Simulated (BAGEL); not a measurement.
**C2H6OSi (SMILES CO[Si]C) at PBE0/cc-pVDZ (density fitting with qzvpp-jkfit)**

Aim: the energy change on altering one bond length of C2H6OSi at PBE0/cc-pVDZ (density fitting with qzvpp-jkfit), from 2 runs. 

The calculation is run with BAGEL 1.2.2.

1 further run of the same task is left out (set aside as unsound or not needed). Runs told in other sessions of the task aren't counted.

### Step 1. The structure to begin with

The species is C2H6OSi (10 atoms), meant as a singlet with charge 0. SMILES: `CO[Si]C`. Geometry: relaxed at PBE0-D4/def2-TZVP. This is one conformer, not always the lowest.

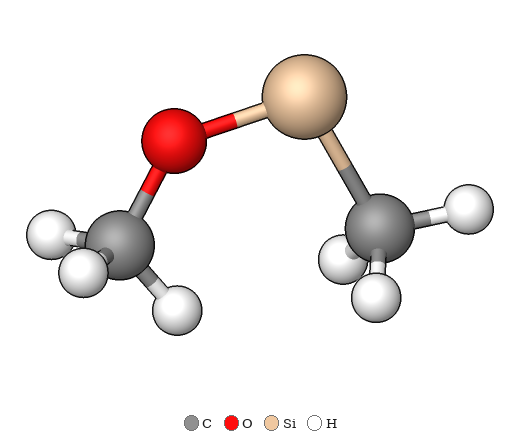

Viewed from a chosen angle; carbon grey, oxygen red, silicon light orange, hydrogen white.

### Step 2. A single-point energy at PBE0/cc-pVDZ (density fitting with qzvpp-jkfit)

calc.json reads:

```json
{ "bagel": [

{
  "title": "molecule",
  "basis": "cc-pvdz.json",
  "df_basis": "qzvpp-jkfit",
  "angstrom": true,
  "geometry": [
    { "atom": "C", "xyz": [   -0.453800,    1.262700,   -0.782500 ] },
    { "atom": "O", "xyz": [    0.892900,    1.066700,   -0.423500 ] },
    { "atom": "Si", "xyz": [    1.695100,   -0.124400,    0.380400 ] },
    { "atom": "C", "xyz": [    0.308400,   -1.365000,    0.803300 ] },
    { "atom": "H", "xyz": [   -0.527200,    1.344800,   -1.869800 ] },
    { "atom": "H", "xyz": [   -1.097200,    0.445700,   -0.445300 ] },
    { "atom": "H", "xyz": [   -0.809600,    2.197600,   -0.342400 ] },
    { "atom": "H", "xyz": [   -0.184400,   -1.751200,   -0.097200 ] },
    { "atom": "H", "xyz": [   -0.467600,   -0.912400,    1.432500 ] },
    { "atom": "H", "xyz": [    0.726300,   -2.215800,    1.347400 ] }
  ]
},
{ "title": "ks", "xc_func": "pbe0" },
{ "title": "print", "file": "orbitals.molden", "orbitals": true }

]}
```

The basis set cc-pVDZ is read from a file made from the Basis Set Exchange's data (not shown).

Run with:

```
$ BAGEL_NUM_THREADS=1 BAGEL calc.json > calc.out
```

What it wrote:

```text
* using 1 threads per process

  ===============================================================
  ===============================================================

  *** Geometry ***

  { "atom" : "C", "xyz" : [     -0.857558,      2.386157,     -1.478711 ] },
  { "atom" : "O", "xyz" : [      1.687336,      2.015771,     -0.800299 ] },
  { "atom" : "Si", "xyz" : [      3.203275,     -0.235082,      0.718852 ] },
  { "atom" : "C", "xyz" : [      0.582792,     -2.579476,      1.518017 ] },
  { "atom" : "H", "xyz" : [     -0.996264,      2.541304,     -3.533410 ] },
  { "atom" : "H", "xyz" : [     -2.073408,      0.842251,     -0.841495 ] },
  { "atom" : "H", "xyz" : [     -1.529922,      4.152862,     -0.647042 ] },
  { "atom" : "H", "xyz" : [     -0.348465,     -3.309288,     -0.183681 ] },
  { "atom" : "H", "xyz" : [     -0.883636,     -1.724186,      2.707033 ] },
  { "atom" : "H", "xyz" : [      1.372508,     -4.187255,      2.546217 ] },

  Number of auxiliary basis functions:      463

  Since a DF basis is specified, we compute 2- and 3-index integrals:
    o Being stored without compression. Storage requirement is 0.030 GB

  Number of basis functions:       90
  Number of electrons      :       40

    * METHOD: MOLECULE                             0.23

  *** Kohn-Sham DFT ***

    * Removing 18200 points whose weight is below 1.00e-10
    * Grid points: 130860

  === Nuclear Repulsion ===
   160.1687469878

       - DIIS with orbital gradients will be used.

  === KS iteration (pbe0 / cc-pvdz.json) ===
      0       -411.25220112          0.14507047           0.41
      1       -397.38354222          0.15621664           0.39
      2       -393.85516210          0.17546086           0.38
      3       -433.59909192          0.08641754           0.39
      4       -441.29413076          0.04735621           0.39
      5       -443.31860709          0.04028948           0.39
      6       -444.19356480          0.00721473           0.38
      7       -444.21326390          0.00387905           0.38
      8       -444.22214264          0.00092173           0.39
      9       -444.22266666          0.00030848           0.38
     10       -444.22271237          0.00007555           0.37
     11       -444.22271543          0.00001482           0.38
     12       -444.22271556          0.00000439           0.38
     13       -444.22271557          0.00000075           0.39
     14       -444.22271557          0.00000034           0.38
     15       -444.22271557          0.00000010           0.38
     16       -444.22271557          0.00000003           0.39
     17       -444.22271557          0.00000001           0.39
    * SCF iteration converged.

    * Permanent dipole moment:
           (    0.927068,     0.146692,     0.092522) a.u.

    * METHOD: KS                                   7.82

    * METHOD: PRINT                                0.02

  ===============================================================
```

Run time: 8.4 s. Hardware: 1 thread of Arm Neoverse V1, shared host; peak memory 0.53 GiB.

### Step 3. The distorted shape

job.json reads:

```json
{ "bagel": [

{
  "title": "molecule",
  "basis": "cc-pvdz.json",
  "df_basis": "qzvpp-jkfit",
  "angstrom": true,
  "geometry": [
    { "atom": "C", "xyz": [   -0.037818,    1.634855,   -0.909362 ] },
    { "atom": "O", "xyz": [    1.308882,    1.438855,   -0.550362 ] },
    { "atom": "Si", "xyz": [    2.111082,    0.247755,    0.253538 ] },
    { "atom": "C", "xyz": [    0.308400,   -1.365000,    0.803300 ] },
    { "atom": "H", "xyz": [   -0.111218,    1.716955,   -1.996662 ] },
    { "atom": "H", "xyz": [   -0.681218,    0.817855,   -0.572162 ] },
    { "atom": "H", "xyz": [   -0.393618,    2.569755,   -0.469262 ] },
    { "atom": "H", "xyz": [   -0.184400,   -1.751200,   -0.097200 ] },
    { "atom": "H", "xyz": [   -0.467600,   -0.912400,    1.432500 ] },
    { "atom": "H", "xyz": [    0.726300,   -2.215800,    1.347400 ] }
  ]
},
{ "title": "ks", "xc_func": "pbe0" },
{ "title": "print", "file": "orbitals.molden", "orbitals": true }

]}
```

The basis set cc-pVDZ is read from a file made from the Basis Set Exchange's data (not shown).

Run with:

```
$ BAGEL_NUM_THREADS=1 BAGEL job.json > job.out
```

What it wrote:

```text
* using 1 threads per process

  ===============================================================
  ===============================================================

  *** Geometry ***

  { "atom" : "C", "xyz" : [     -0.071466,      3.089428,     -1.718445 ] },
  { "atom" : "O", "xyz" : [      2.473429,      2.719042,     -1.040033 ] },
  { "atom" : "Si", "xyz" : [      3.989367,      0.468189,      0.479117 ] },
  { "atom" : "C", "xyz" : [      0.582792,     -2.579476,      1.518017 ] },
  { "atom" : "H", "xyz" : [     -0.210172,      3.244575,     -3.773144 ] },
  { "atom" : "H", "xyz" : [     -1.287315,      1.545522,     -1.081229 ] },
  { "atom" : "H", "xyz" : [     -0.743830,      4.856133,     -0.886777 ] },
  { "atom" : "H", "xyz" : [     -0.348465,     -3.309288,     -0.183681 ] },
  { "atom" : "H", "xyz" : [     -0.883636,     -1.724186,      2.707033 ] },
  { "atom" : "H", "xyz" : [      1.372508,     -4.187255,      2.546217 ] },

  Number of auxiliary basis functions:      463

  Since a DF basis is specified, we compute 2- and 3-index integrals:
    o Being stored without compression. Storage requirement is 0.030 GB

  Number of basis functions:       90
  Number of electrons      :       40

    * METHOD: MOLECULE                             0.23

  *** Kohn-Sham DFT ***

    * Removing 17307 points whose weight is below 1.00e-10
    * Grid points: 131753

  === Nuclear Repulsion ===
   150.2878307448

       - DIIS with orbital gradients will be used.

  === KS iteration (pbe0 / cc-pvdz.json) ===
      0       -399.47829596          0.14226852           0.40
      1       -352.01943652          0.11371634           0.38
      2       -350.47654161          0.15520685           0.38
      3       -422.65791549          0.07907436           0.38
      4       -438.04618140          0.08715744           0.39
      5       -443.47766767          0.03067156           0.39
      6       -442.84546461          0.04952331           0.39
      7       -443.03492550          0.04526334           0.39
      8       -443.87892628          0.01933248           0.39
      9       -444.05552166          0.01370881           0.38
     10       -444.18300382          0.00147014           0.38
     11       -444.18427166          0.00084587           0.38
     12       -444.18471331          0.00012513           0.39
     13       -444.18472222          0.00002156           0.40
     14       -444.18472234          0.00001574           0.40
     15       -444.18472250          0.00000313           0.40
     16       -444.18472250          0.00000146           0.40
     17       -444.18472251          0.00000064           0.39
     18       -444.18472251          0.00000008           0.39
     19       -444.18472251          0.00000003           0.39
     20       -444.18472251          0.00000001           0.38
    * SCF iteration converged.

    * Permanent dipole moment:
           (    0.419729,    -0.360188,     0.276311) a.u.

    * METHOD: KS                                   9.07

    * METHOD: PRINT                                0.02

  ===============================================================
```

Run time: 9.6 s. Hardware: 1 thread of Arm Neoverse V1, shared host; peak memory 0.53 GiB.

### Step 4. Results

At PBE0/cc-pVDZ (density fitting with qzvpp-jkfit):

| quantity | value |
| --- | --- |
| first shape: total energy | -444.22272 Eh |
| first shape: dipole moment | 2.40 D |
| first shape: HOMO energy | -6.03 eV |
| first shape: LUMO energy | -1.38 eV |
| first shape: HOMO–LUMO gap | 4.65 eV |
| distorted shape: total energy | -444.18472 Eh |
| distorted shape: dipole moment | 1.57 D |
| distorted shape: HOMO energy | -5.95 eV |
| distorted shape: LUMO energy | -1.87 eV |
| distorted shape: HOMO–LUMO gap | 4.08 eV |
| energy change with the Si3–C4 bond stretched from 1.908 to 2.480 Å | 1.034 eV |

What this shows: With the Si3–C4 bond stretched from 1.908 to 2.480 Å the energy rises by 1.03 eV (100 kJ/mol). The first shape isn't relaxed at this level, so the change isn't measured from a minimum.
